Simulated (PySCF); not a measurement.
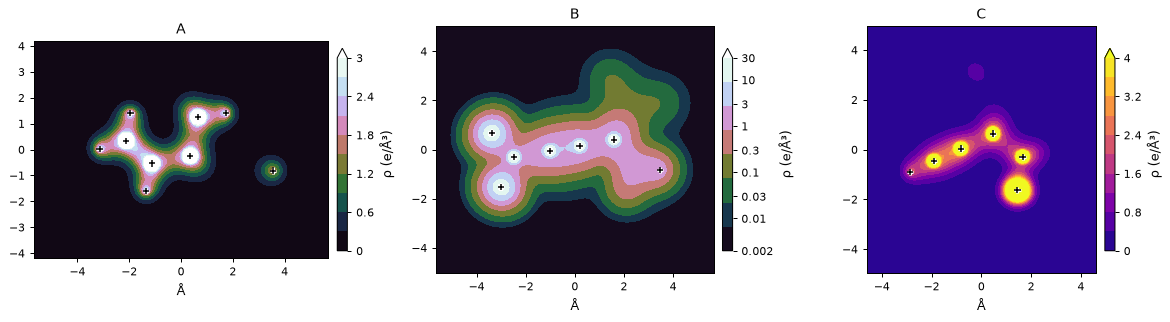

The total electron density of 3 systems, each on a plane through atoms (crosses mark nuclei in the plane).

The calculation used PBE0/pcSseg-1, SCF density, gas phase, non-relativistic (PySCF).

System 1: C5H7FSi, the plane of atoms C3, C6 and F7. Geometry: GFN2-xTB.

```yaml
atoms:
  - { symbol: C, position_ang: [2.6383, -0.1321, -0.3870] }
  - { symbol: C, position_ang: [1.4527, -0.0791, -0.2219] }
  - { symbol: C, position_ang: [0.0402, -0.0096, -0.0254] }
  - { symbol: Si, position_ang: [-0.7026, 1.7295, -0.1690] }
  - { symbol: C, position_ang: [-0.7658, -1.2125, -0.4839] }
  - { symbol: C, position_ang: [-0.5647, -0.9677, 0.9682] }
  - { symbol: F, position_ang: [0.2502, -1.8118, 1.6607] }
  - { symbol: H, position_ang: [3.6758, -0.1826, -0.5294] }
  - { symbol: H, position_ang: [-0.4534, 2.2165, -1.5248] }
  - { symbol: H, position_ang: [-2.1422, 1.6052, 0.0772] }
  - { symbol: H, position_ang: [-0.0764, 2.5872, 0.8347] }
  - { symbol: H, position_ang: [-1.7488, -1.0558, -0.9018] }
  - { symbol: H, position_ang: [-0.2179, -2.0341, -0.9217] }
  - { symbol: H, position_ang: [-1.3860, -0.6537, 1.6020] }
```

System 2: C6H12OSi, the plane of atoms C1, C2 and H11. Geometry: GFN2-xTB.

```xyz
20

C     2.7013   -0.4025    0.3675
C     1.6039   -0.6442   -0.3252
C     0.2745    0.0705   -0.2010
C     0.2862    1.1616    0.8667
C     0.0872    0.7095   -1.5594
O    -0.6501    0.3207   -2.4204
C    -0.8096   -0.9820    0.0535
Si   -2.5884   -0.3176    0.2219
H     2.7673    0.3677    1.1158
H     3.5914   -0.9906    0.2191
H     1.5988   -1.4406   -1.0592
H     1.0814    1.8794    0.6771
H    -0.6620    1.6937    0.8654
H     0.4337    0.7206    1.8495
H     0.7461    1.5868   -1.7209
H    -0.7879   -1.6928   -0.7746
H    -0.5398   -1.5419    0.9514
H    -3.5002   -1.4442    0.0232
H    -2.7721    0.2072    1.5814
H    -2.8668    0.7492   -0.7347
```

System 3: C5H6BF3Si, the plane of atoms F1, B2 and F3. Geometry: GFN2-xTB.

```yaml
atoms:
  - { symbol: F, position_ang: [4.1048, 0.6018, 1.4166] }
  - { symbol: B, position_ang: [3.4720, -0.2359, 0.6140] }
  - { symbol: F, position_ang: [4.2448, -1.1608, 0.0737] }
  - { symbol: C, position_ang: [1.9973, -0.1376, 0.3328] }
  - { symbol: C, position_ang: [0.8079, -0.0773, 0.1203] }
  - { symbol: C, position_ang: [-0.5841, 0.0254, -0.1297] }
  - { symbol: Si, position_ang: [-1.1904, 1.7884, -0.5077] }
  - { symbol: C, position_ang: [-1.2506, -1.1667, -0.7958] }
  - { symbol: C, position_ang: [-1.4931, -0.8992, 0.6444] }
  - { symbol: F, position_ang: [-0.9503, -1.7426, 1.5614] }
  - { symbol: H, position_ang: [-0.5834, 2.2004, -1.7712] }
  - { symbol: H, position_ang: [-2.6477, 1.7010, -0.6384] }
  - { symbol: H, position_ang: [-0.8069, 2.6520, 0.6049] }
  - { symbol: H, position_ang: [-2.0528, -0.9868, -1.4951] }
  - { symbol: H, position_ang: [-0.6210, -2.0102, -1.0386] }
  - { symbol: H, position_ang: [-2.4541, -0.5431, 0.9970] }
```

> Which map belongs to which system?

Panel A is system 2, C6H12OSi: the plane holds C and H. C–C (1.32 Å): ρ is about 2.3 e/Å³ halfway. Panel B is system 3, C5H6BF3Si: the plane holds F, B, C and H. C–C (1.21 Å): ρ at the midpoint is about 2.7 e/Å³. Panel C is system 1, C5H7FSi: the plane holds C, F and H. C–C (1.20 Å): ρ is about 2.7 e/Å³ halfway.
